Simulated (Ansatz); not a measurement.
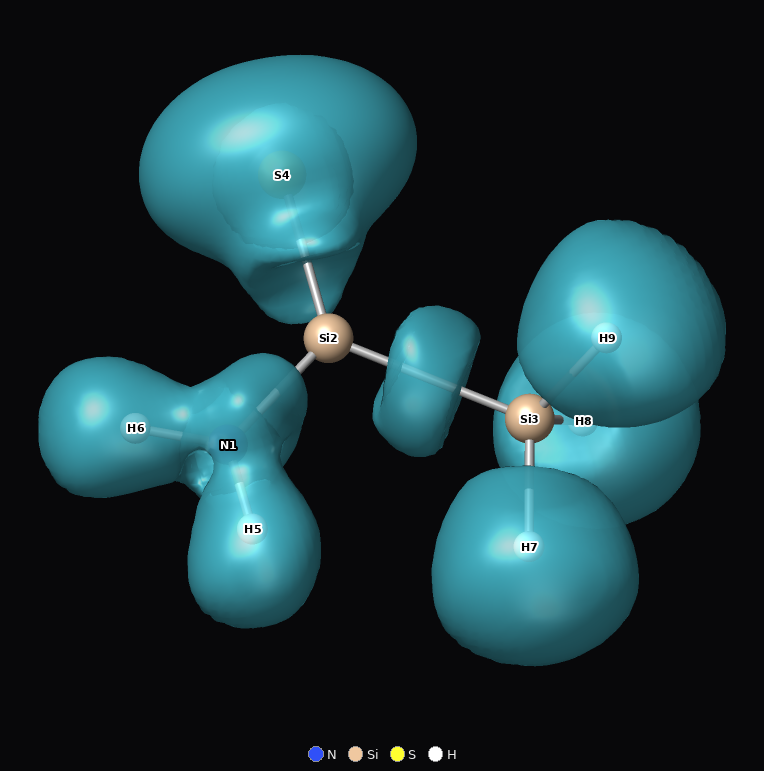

H₅NSSi₂. Isosurface of the electron localisation function at 0.75 (cyan), seen at an oblique angle. Only the valence region is drawn (cores and ρ < 0.01 e/Å³ removed).

These are results of RKS B3LYP-D4/def2-SVP (Ansatz), not measurements.

```json
{"atom": "N", "x (Å)": "-0.0171", "y (Å)": "1.6072", "z (Å)": "-0.3576"}
{"atom": "Si", "x (Å)": "-0.7244", "y (Å)": "0.1726", "z (Å)": "0.2290"}
{"atom": "Si", "x (Å)": "0.4433", "y (Å)": "-1.6745", "z (Å)": "-0.6387"}
{"atom": "S", "x (Å)": "-2.2726", "y (Å)": "0.0959", "z (Å)": "1.4335"}
{"atom": "H", "x (Å)": "0.7843", "y (Å)": "1.6393", "z (Å)": "-0.9798"}
{"atom": "H", "x (Å)": "-0.3719", "y (Å)": "2.5259", "z (Å)": "-0.1057"}
{"atom": "H", "x (Å)": "1.5768", "y (Å)": "-1.2271", "z (Å)": "-1.5044"}
{"atom": "H", "x (Å)": "0.9768", "y (Å)": "-2.4837", "z (Å)": "0.4931"}
{"atom": "H", "x (Å)": "-0.4936", "y (Å)": "-2.5060", "z (Å)": "-1.4459"}
```

> Identify the bonds, lone pairs and shells in this picture.

At this value the surface marks out one region between bonded Si–Si atoms (shared pairs), three regions around hydrogen nuclei, one region on S in which the atom's valence shell and bonds are merged and one joined region spread over several atoms (H, N), in which their bonds and any lone pairs are merged. Along the contacts the grid gives the following. Si–N (1.70 Å): the ELF peaks at about 0.90 between the atoms (a polar covalent bond). Si–S (1.96 Å): the ELF peaks at about 0.85 between the atoms; a covalent bond.
